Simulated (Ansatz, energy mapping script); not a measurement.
## VOF2 monolayer: exchange couplings from total energies

Wanted: the magnetic order of VOF2 monolayer, its couplings and an estimate of its ordering temperature, by LDA+U (1.28 eV).

Program: Ansatz 0.2.0. Level of theory: LDA with U = 1.28 eV on V d, ortho-atomic projectors; plane waves, U on orthogonalised atomic orbitals unless named otherwise, collinear spin, no spin–orbit coupling. Results are calculated unless marked as measured.

## (1) The structure

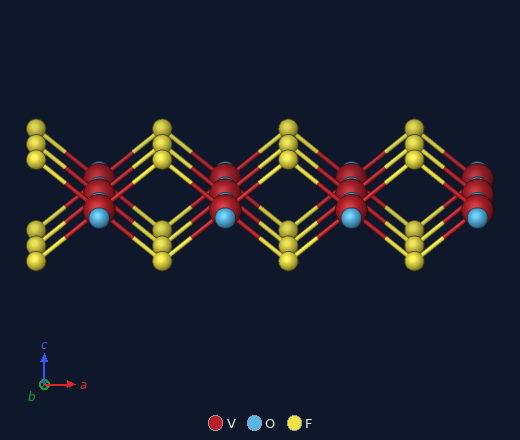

Start, viewed nearly edge on; vanadium red, oxygen blue, fluorine yellow. 4×3×1 cells are drawn. Some periodic images of atoms are drawn too.

The cell holds 4 atoms: 1 V, 1 O and 2 F. Cell: a = 3.103 Å, b = 3.633 Å, c = 17.510 Å, α = 90.0°, β = 90.0°, γ = 90.0°. It derives from VOF2. one layer cut from the bulk crystal, unrelaxed, 15 A of vacuum. Vacuum lies along c.

The cell comes from a database of computed structures, and need not be the one that the compound takes in experiment.

The U corrects the self-interaction that lets semilocal functionals spread d and f electrons too far. Its value here is typed, not computed.

## (2) One set of occupation matrices for all orders

A corrected shell can settle in several orbital fillings. One parallel run, with an occupation width a fifth wider than the orders use, therefore is to supply the occupation matrices. All orders start from them.

The input, input.yaml:

```yaml
crystal:
  lattice:
    - [3.102883, 0.0, 0.0]
    - [0.0, 3.633212, 0.0]
    - [0.0, 0.0, 17.509763]
  atoms:
    - { symbol: V, position: [0.519878, 0.5, 0.5], spin: 2.0 }
    - { symbol: O, position: [0.519878, 0.0, 0.5] }
    - { symbol: F, position: [0.019878, 0.5, 0.571668] }
    - { symbol: F, position: [0.019878, 0.5, 0.428332] }
magnetization:
  spin_polarized: true
kpoints:
  mp_grid: { grid: [7, 6, 1] }
hamiltonian:
  xc: lda
  hubbard:
    sites: [{ species: V, l: d, u_eff: 1.28 }]
    projectors: ortho-atomic
scf:
  occupations: { method: fermi_dirac, width: 0.06 }
output:
  eigenvalues: true
```

Started as:

```sh
$ ansatz run input.yaml --threads 4 --pin off --max-ram 8192MiB --backend cpu --events-out ev --progress --plain --runs-dir out
```

Numbers of over 12 decimals in the logs are rounded to 6 here.

Output:

```text
Engine: ansatz 0.2.0, aarch64-unknown-linux-gnu
Pseudopotentials: kind: paw
Pseudopotential: V, paw, valence charge 13, recommended cutoff 420 eV (normal), V.paw.azcp
Pseudopotential: O, paw, valence charge 6, recommended cutoff 420 eV (normal), O.paw.azcp
Pseudopotential: F, paw, valence charge 7, recommended cutoff 420 eV (normal), F.paw.azcp
Functional definition: SPW92
  exchange = slater_x
  correlation = pw_c
Crystal: 4 atoms, lattice volume = 197.395 Å³
Basis set: ecut = 420 eV, 3793 PW (Γ)
Bands: 22, of which v1, the nominal top of the filled ones, is band 17 counted from 1 (16 counted from 0)
Symmetry: 8 space group operations
Space group: Pmmm (ITA 47), of the structure as read, at distance tolerance 5.8e-5 Å
Magnetic group: BNS 47.249 (UNI 347), of the structure as read, at distance tolerance 5.8e-5 Å
k-points: 16 of 42
Non-local potential: V, projectors of the file, l = 0: 3, l = 1: 2, l = 2: 3, l = 3: 1
Non-local potential: O, projectors of the file, l = 0: 2, l = 1: 2, l = 2: 1
Non-local potential: F, projectors of the file, l = 0: 2, l = 1: 2, l = 2: 1
PAW form: soft (Blöchl's): semilocal exchange-correlation on the pseudo side does not see the compensation charge
PAW frozen core: V, regenerated for the run's functional, and the local potential with it (the file was generated under x = pbe(κ = 0.804, μ = 0.219515), c = pbe(β = 0.066725))
PAW frozen core: O, regenerated for the run's functional, and the local potential with it (the file was generated under x = pbe(κ = 0.804, μ = 0.219515), c = pbe(β = 0.066725))
PAW frozen core: F, regenerated for the run's functional, and the local potential with it (the file was generated under x = pbe(κ = 0.804, μ = 0.219515), c = pbe(β = 0.066725))
PAW one-centre angular grid: V, 590 points (default); XC on 64 Gauss nodes
PAW one-centre angular grid: O, 110 points (default); XC on 64 Gauss nodes
PAW one-centre angular grid: F, 110 points (default); XC on 64 Gauss nodes
Initial density: superposition of atomic densities (neutral atoms: chi_scale 0, normalization atom)
Starting moments: Σ|m| = 2 μB on 1 of 4 sites
Initial wavefunctions: pseudopotential atomic-orbital guess
Functional: x = slater, c = lda
SCF iter   1: F=—  HF=-5007.363446 eV  |F-HF|=—  |Δ(HF+E_count)|=         —  Δρ=6.04e-2 (↑6.04e-2 ↓3.94e-2)  dr2=1.76e1  dr2_m=9.35e-1  M=1.000 μB ∫|m|=1.168 μB  β_m=0.30  ethr=3.10e-3  ⟨swp⟩=6.6  Hψ=3396  notcnv=0
preconditioner: auto → none  [metal: Δε(μ)=0.005 eV  Ē_g=11.384 eV  σ=0.060 eV  W_gap=0.02  n_scr=22 (ndim 8)  ℏωp=12.1 eV  f_vac=0.715  D(μ)=3.81/eV (n_scr^D=16)  sad-step TF]
[...]
SCF iter  16: F=—  HF=-5003.938124 eV  |F-HF|=—  |Δ(HF+E_count)|=   1.02e-6  Δρ=2.69e-5 (↑2.69e-5 ↓2.15e-5)  dr2=5.77e-7  dr2_m=7.48e-7  M=1.000 μB ∫|m|=1.284 μB  β_m=0.68  ethr=4.39e-8  ⟨swp⟩=2.0  Hψ=1176  notcnv=0  defer=17
iter 17 did not close the SCF: its close was put off for the exchange–correlation potential of the local minority spin (scf_convergence_deferred on its scf_iter line)
SCF iter  17: F=-5003.938124 eV  HF=-5003.938124 eV  |F-HF|=1.47e-8  |Δ(HF+E_count)|=   1.21e-7  Δρ=9.24e-6 (↑9.24e-6 ↓6.92e-6)  dr2=5.14e-8  dr2_m=9.30e-8  M=1.000 μB ∫|m|=1.284 μB  β_m=0.71  ethr=3.03e-10  ⟨swp⟩=6.5  Hψ=3004  notcnv=0
iter 18 did not close the SCF: its close was put off for a magnetic moment that had not settled (scf_convergence_deferred on its scf_iter line)
SCF iter  18: F=-5003.938124 eV  HF=-5003.938124 eV  |F-HF|=5.76e-10  |Δ(HF+E_count)|=   4.85e-8  Δρ=2.21e-6 (↑2.21e-6 ↓1.81e-6)  dr2=3.28e-9  dr2_m=6.12e-9  M=1.000 μB ∫|m|=1.284 μB  β_m=0.82  ethr=1.56e-10  ⟨swp⟩=1.0  Hψ=2100  notcnv=0
SCF iter  19: F=-5003.938124 eV  HF=-5003.938124 eV  |F-HF|=3.00e-11  |Δ(HF+E_count)|=   3.29e-9  Δρ=3.94e-7 (↑3.94e-7 ↓2.25e-7)  dr2=1.28e-10  dr2_m=1.31e-10  M=1.000 μB ∫|m|=1.284 μB  ethr=9.94e-12  ⟨swp⟩=1.0  Hψ=2031  notcnv=0
SCF 1 converged in 19 iterations: F = -5003.938124 eV  dr2 = 1.28e-10
[...]
SCF converged after 19 iterations
Magnetization: 1.0000 μB (17.0000 up, 16.0000 down)
Absolute magnetization: 1.2853 μB (∫|ρ↑−ρ↓|, with the PAW one-centre terms)
Spin contamination: 0.0167 ħ² per cell (⟨S²⟩ above its minimum at these occupations)
Per-site moments (μB) at R_I (Å): [(0.819699, 0.749349975), (-0.108706, 0.749349975), (0.00357728, 0.823113), (0.00357728, 0.823113)]
Free energy (F): -5003.938124 eV
Harris-Foulkes:  -5003.938124 eV  (|F-HF|=3.00e-11)
Internal energy: -5003.928567 eV  (E = F + TS)
E sigma→0 (E₀):  -5003.933346 eV
Entropy (-TS):   -0.009558 eV (-2.389 meV/atom)
Fermi energy:    -4.552748 eV
--- Per-component energies (eV) ---
  E_band       = -708.602052
  E_kinetic    = 911.334707
  E_local      = -20039.666215  (includes V_loc(G=0)·N_el)
  E_nonlocal   = 155.255246
  E_hartree    = 9540.678550
  E_xc         = -354.098243
  E_vxc        = -455.164141  (∫ρ·V_xc dr)
  E_hubbard    = 1.044472  (on-site DFT+U / exact-exchange correction)
  E_vhub       = 0.075451  (the Hubbard potential's part of the band-sum identity)
  E_paw        = -1579.015542  (= ΣΔE_a)
  E_vpaw       = -361.801100  (= ΣTr[D̂ρ^β])
  E_aug_tail   = 0.006747  (compensation charges beyond the density's cutoff)
  E_ewald      = 6359.862139
  E_core_change = 0.669575  (= ΣΔE_core)
  E_smearing   = -0.009558  (= −TS)
  E_closure    = 0.000000  (closes the sum)
  Σ components = -5003.938124   (vs F -5003.938124, Δ=0.00e0)
--- Band table (eV; the first three rows and the last of 32) ---
  k-point 0 ↑: bands = [... 13 lower, -6.7238, -6.5230, -5.7439, -4.9449, -4.4046, -3.8936, -2.2684, -1.3568, ... 1 higher]
  k-point 1 ↑: bands = [... 13 lower, -7.4667, -6.5313, -6.4405, -4.8682, -3.5580, -3.4724, -1.4798, -1.3558, ... 1 higher]
  k-point 2 ↑: bands = [... 13 lower, -7.9471, -7.2061, -6.4228, -4.8224, -2.5730, -2.4849, -1.3531, -0.4718, ... 1 higher]
  k-point 15 ↓: bands = [... 13 lower, -8.3829, -7.6472, -6.4910, -2.0736, -1.6385, -1.5122, -1.3801, 1.3446, ... 1 higher]
Occupation matrices written to <dir>
```

Run time: 5 s. Hardware: 4 threads of Arm Neoverse V1, shared host; peak memory 0.53 GiB; 16 s of CPU time.

The column dr2 measures how far the density is from self-consistency, as an energy; F and HF (Harris–Foulkes) agree once it is small.

Read from the output:

| Property | Result |
| --- | --- |
| final state | ferromagnetic |
| electrons in the corrected shells | 3.146 e |
| largest moment | 0.82 μB |

## (3) Run 1 (parallel; cell A, 8 atoms)

Each cell gets its own parallel run on the same mesh, so that most of the mesh error cancels in the differences.

The input, input.yaml:

```yaml
crystal:
  lattice:
    - [6.205766, 0.0, 0.0]
    - [0.0, 3.633212, 0.0]
    - [0.0, 0.0, 17.509763]
  atoms:
    - { symbol: V, position: [0.259939, 0.5, 0.5], spin: 2.0 }
    - { symbol: V, position: [0.759939, 0.5, 0.5], spin: 2.0 }
    - { symbol: O, position: [0.259939, 0.0, 0.5] }
    - { symbol: O, position: [0.759939, 0.0, 0.5] }
    - { symbol: F, position: [0.009939, 0.5, 0.571668] }
    - { symbol: F, position: [0.509939, 0.5, 0.571668] }
    - { symbol: F, position: [0.009939, 0.5, 0.428332] }
    - { symbol: F, position: [0.509939, 0.5, 0.428332] }
magnetization:
  spin_polarized: true
kpoints:
  mp_grid: { grid: [4, 6, 1] }
hamiltonian:
  xc: lda
  hubbard:
    sites:
      - { species: V, l: d, u_eff: 1.28 }
      - { site: 0, l: d, u_eff: 1.28, starting_ns: [{ spin: up, occupation_matrix: v1_major }, { spin: down, occupation_matrix: v1_minor }] }
      - { site: 1, l: d, u_eff: 1.28, starting_ns: [{ spin: up, occupation_matrix: v1_major }, { spin: down, occupation_matrix: v1_minor }] }
    projectors: ortho-atomic
    occupation_matrices:
      v1_major:
        matrix:
          - [0.864, 0.0, 0.0, -0.231, 0.0]
          - [0.0, 0.231, 0.0, 0.0, 0.0]
          - [0.0, 0.0, 0.294, 0.0, 0.0]
          - [-0.231, 0.0, 0.0, 0.452, 0.0]
          - [0.0, 0.0, 0.0, 0.0, 0.287]
      v1_minor:
        matrix:
          - [0.115, 0.0, 0.0, 0.086, 0.0]
          - [0.0, 0.206, 0.0, 0.0, 0.0]
          - [0.0, 0.0, 0.207, 0.0, 0.0]
          - [0.086, 0.0, 0.0, 0.269, 0.0]
          - [0.0, 0.0, 0.0, 0.0, 0.222]
scf:
  occupations: { method: fermi_dirac, width: 0.05 }
output:
  eigenvalues: true
```

Output:

```text
[...]
Crystal: 8 atoms, lattice volume = 394.790 Å³
Basis set: ecut = 420 eV, 7659 PW (Γ)
Bands: 43, of which v1, the nominal top of the filled ones, is band 33 counted from 1 (32 counted from 0)
Symmetry: 16 space group operations
[...]
k-points: 12 of 24
[...]
Starting moments: Σ|m| = 4 μB on 2 of 8 sites
[...]
SCF iter   1: F=—  HF=-10014.954402 eV  |F-HF|=—  |Δ(HF+E_count)|=         —  Δρ=6.29e-2 (↑6.29e-2 ↓3.90e-2)  dr2=3.41e1  dr2_m=2.21e0  M=2.000 μB ∫|m|=2.289 μB  β_m=0.30  ethr=3.10e-3  ⟨swp⟩=6.9  Hψ=4091  notcnv=0  defer=1
[...]
SCF iter  16: F=-10007.873838 eV  HF=-10007.873838 eV  |F-HF|=8.37e-11  |Δ(HF+E_count)|=   2.15e-9  Δρ=4.80e-7 (↑4.70e-7 ↓4.80e-7)  dr2=2.77e-10  dr2_m=7.16e-10  M=2.000 μB ∫|m|=2.557 μB  ethr=1.93e-11  ⟨swp⟩=1.0  Hψ=2724  notcnv=0
SCF 1 converged in 16 iterations: F = -10007.873838 eV  dr2 = 2.77e-10
[...]
SCF converged after 16 iterations
Magnetization: 2.0000 μB (34.0000 up, 32.0000 down)
Absolute magnetization: 2.5604 μB (∫|ρ↑−ρ↓|, with the PAW one-centre terms)
[...]
Per-site moments (μB) at R_I (Å): [(0.817607, 0.749349975), (0.817607, 0.749349975), (-0.106958, 0.749349975), (-0.106958, 0.749349975), (0.00419157, 0.823113), (0.00419157, 0.823113), (0.00419157, 0.823113), (0.00419157, 0.823113)]
Free energy (F): -10007.873838 eV
[...]
Internal energy: -10007.862623 eV  (E = F + TS)
E sigma→0 (E₀):  -10007.868231 eV
Entropy (-TS):   -0.011215 eV (-1.402 meV/atom)
Fermi energy:    -4.570067 eV
[...]
--- Specified on-site occupations, and those of the state reported ---
  electrons in the specified blocks: 6.2940 specified, 6.2900 found
  site 0 (l=d) ↑: largest change of an orbital's occupation 0.0081; electrons 2.1280 specified, 2.1256 found; spectral distance 0.0111
[...]
site 0 (l=d) ↓: largest change of an orbital's occupation 0.0005; electrons 1.0190 specified, 1.0194 found; spectral distance 0.0007
[...]
--- Band table (eV; the first three rows and the last of 24) ---
  k-point 0 ↑: bands = [... 29 lower, -6.5280, -6.1314, -5.7494, -4.9551, -4.9423, -4.5806, -4.4064, -3.9332, ... 6 higher]
  k-point 1 ↑: bands = [... 29 lower, -6.6498, -6.5353, -6.4450, -4.9352, -4.8777, -3.7203, -3.5617, -3.5609, ... 6 higher]
  k-point 2 ↑: bands = [... 29 lower, -7.2103, -6.4534, -6.4250, -4.9239, -4.8317, -2.7160, -2.5889, -2.5697, ... 6 higher]
  k-point 11 ↓: bands = [... 29 lower, -6.8884, -6.7600, -6.7600, -2.0999, -2.0999, -1.6003, -1.6003, -1.5015, ... 6 higher]
Occupation matrices written to <dir>
```

The job ended after 13 s (4 threads; peak memory 0.94 GiB).

Spin moment in the sphere by atom:

| atom | spin moment in the sphere (μB) |
| --- | --- |
| V1 | 0.818 |
| V2 | 0.818 |
| O3 | -0.107 |
| O4 | -0.107 |
| F5 | 0.004 |
| F6 | 0.004 |
| F7 | 0.004 |
| F8 | 0.004 |

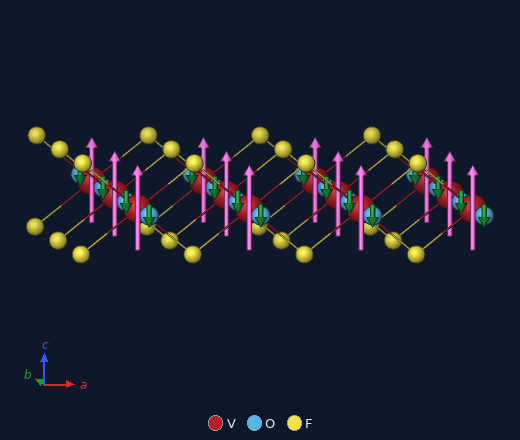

Spin moment in the sphere as arrows, the longest 0.818 μB. Up and down stand for the sign. Arrows give size and sign along the axis of quantisation, drawn up and down the page. Each arrow also spans its atom, so small moments look longer than they are. The two directions have two colours. 2×3×1 cells are drawn. Some periodic images of atoms are drawn too.

The run ends ferromagnetic.

## (4) Run 2 (compensated +−; cell A, 8 atoms)

This order reverses 2 of the 2 neighbours at 3.10 Å, 0 of the 2 neighbours at 3.63 Å and 4 of the 4 neighbours at 4.78 Å, counted for an average magnetic atom.

Changes to input.yaml since step 3:

```diff
@@ -7,3 +7,3 @@
     - { symbol: V, position: [0.259939, 0.5, 0.5], spin: 2.0 }
-    - { symbol: V, position: [0.759939, 0.5, 0.5], spin: 2.0 }
+    - { symbol: V, position: [0.759939, 0.5, 0.5], spin: -2.0 }
     - { symbol: O, position: [0.259939, 0.0, 0.5] }
@@ -24,3 +24,3 @@
       - { site: 0, l: d, u_eff: 1.28, starting_ns: [{ spin: up, occupation_matrix: v1_major }, { spin: down, occupation_matrix: v1_minor }] }
-      - { site: 1, l: d, u_eff: 1.28, starting_ns: [{ spin: up, occupation_matrix: v1_major }, { spin: down, occupation_matrix: v1_minor }] }
+      - { site: 1, l: d, u_eff: 1.28, starting_ns: [{ spin: up, occupation_matrix: v1_minor }, { spin: down, occupation_matrix: v1_major }] }
     projectors: ortho-atomic
```

Output:

```text
[...]
Crystal: 8 atoms, lattice volume = 394.790 Å³
Basis set: ecut = 420 eV, 7659 PW (Γ)
Bands: 43, of which v1, the nominal top of the filled ones, is band 33 counted from 1 (32 counted from 0)
Symmetry: 8 space group operations
[...]
k-points: 12 of 24
[...]
Starting moments: Σ|m| = 4 μB on 2 of 8 sites
Starting magnetic order: antiferromagnet; a translation exchanges its spin sublattices: spin-degenerate at every k-point
[...]
the translation (0.5, 0, 0) carries every atom to within crystal.symmetry.tolerance of an atom of its element with the starting moment reversed, but both spin channels are solved: the dense FFT box has an odd point count along it
SCF iter   1: F=—  HF=-10014.952209 eV  |F-HF|=—  |Δ(HF+E_count)|=         —  Δρ=5.27e-2 (↑5.27e-2 ↓5.27e-2)  dr2=3.43e1  dr2_m=2.28e0  M=0.000 μB ∫|m|=2.262 μB  β_m=0.30  ethr=3.10e-3  ⟨swp⟩=6.7  Hψ=4050  notcnv=0
[...]
spin=Collinear: Resta preconditioning applied to the charge; magnetization (m = ρ↑ − ρ↓) channel mixes plain (no charge-response kernel on spin).
SCF iter   2: F=—  HF=-10008.018461 eV  |F-HF|=—  |Δ(HF+E_count)|=    6.93e0  Δρ=2.06e-2 (↑2.06e-2 ↓2.06e-2)  dr2=2.34e0  dr2_m=6.44e-1  M=0.000 μB ∫|m|=2.926 μB  β_m=0.30  ethr=3.10e-3  ⟨swp⟩=3.7  Hψ=2896  notcnv=0  defer=24
[...]
SCF iter  21: F=-10007.855470 eV  HF=-10007.855470 eV  |F-HF|=1.33e-10  |Δ(HF+E_count)|=   1.02e-8  Δρ=1.06e-7 (↑8.37e-8 ↓1.06e-7)  dr2=1.25e-10  dr2_m=7.25e-12  M=-0.000 μB ∫|m|=2.506 μB  ethr=1.00e-12  ⟨swp⟩=1.0  Hψ=3274  notcnv=0
SCF 1 converged in 21 iterations: F = -10007.855470 eV  dr2 = 1.25e-10
[...]
SCF converged after 21 iterations
an eigenvalue changed by more than its tolerance at an iteration that met the thresholds in force, so the SCF went on 3 times, its first undamped step at iteration 19: the last check found none over its tolerance
Magnetization: -0.0000 μB (33.0000 up, 33.0000 down)
Absolute magnetization: 2.5105 μB (∫|ρ↑−ρ↓|, with the PAW one-centre terms)
[...]
Per-site moments (μB) at R_I (Å): [(0.798132, 0.749349975), (-0.798131, 0.749349975), (-0.098029, 0.749349975), (0.098028, 0.749349975), (-8.451364533417069e-8, 0.823113), (-8.451364546666729e-8, 0.823113), (-8.45136454409571e-8, 0.823113), (-8.451364539789474e-8, 0.823113)]
Free energy (F): -10007.855470 eV
[...]
Internal energy: -10007.851923 eV  (E = F + TS)
E sigma→0 (E₀):  -10007.853696 eV
Entropy (-TS):   -0.003547 eV (-0.443 meV/atom)
Fermi energy:    -4.497606 eV
[...]
--- Specified on-site occupations, and those of the state reported ---
  electrons in the specified blocks: 6.2940 specified, 6.2840 found
[...]
--- Band table (eV; the first three rows and the last of 24) ---
  k-point 0 ↑: bands = [... 29 lower, -6.5773, -6.2209, -5.8537, -4.9367, -4.3402, -4.2288, -3.4090, -3.3489, ... 6 higher]
  k-point 1 ↑: bands = [... 29 lower, -6.7248, -6.5938, -6.4477, -4.9025, -3.6184, -3.5751, -2.9518, -2.9070, ... 6 higher]
  k-point 2 ↑: bands = [... 29 lower, -7.1830, -6.4913, -6.4530, -4.8769, -2.6300, -2.5774, -2.2560, -2.0359, ... 6 higher]
  k-point 11 ↓: bands = [... 29 lower, -6.8939, -6.7684, -6.7661, -4.7288, -2.1885, -2.1087, -2.1027, -1.8475, ... 6 higher]
Occupation matrices written to <dir>
```

The job ended after 19 s (4 threads; peak memory 0.96 GiB; 68 s of CPU time).

Spin moment in the sphere by atom:

| atom | spin moment in the sphere (μB) |
| --- | --- |
| V1 | 0.798 |
| V2 | -0.798 |
| O3 | -0.098 |
| O4 | 0.098 |
| F5 | 0.000 |
| F6 | 0.000 |
| F7 | 0.000 |
| F8 | 0.000 |

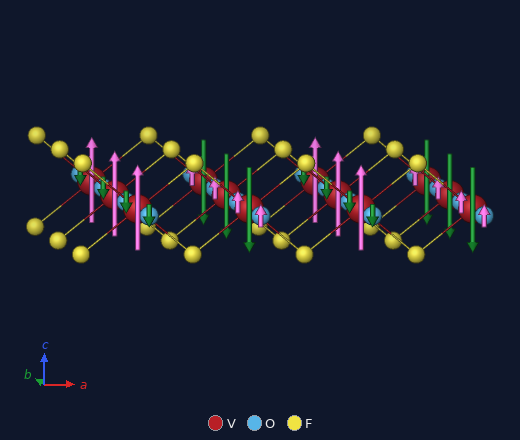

Spin moment in the sphere as arrows, the longest 0.798 μB. Up and down stand for the sign. Arrows give size and sign along the axis of quantisation, drawn up and down the page. Each arrow also spans its atom, so small moments look longer than they are. The two directions have two colours. 2×3×1 cells are drawn. Some periodic images of atoms are drawn too.

The run ends antiferromagnetic, 7.27 meV a magnetic atom above the parallel order of its cell (energies taken at zero occupation width, not the printed F).

(Part 1 of 2 ends here.)

[Logs and program files are shortened in this print: banners, set-up blocks, solver, clock and traceback lines can be left out without a mark of their own.]

[Logs are printed without paths, hosts, clocks, repeated set-up lines and the standing remarks that a program may print on its own settings, such as how far it seeks lower states.]

[Hosts, paths, dates, database ids (printed as entryN), source tags and the programs' standing remarks are cut or masked in the printed files.]

[Where a cell is said to come from a database of computed structures, the database is the Materials Project.]
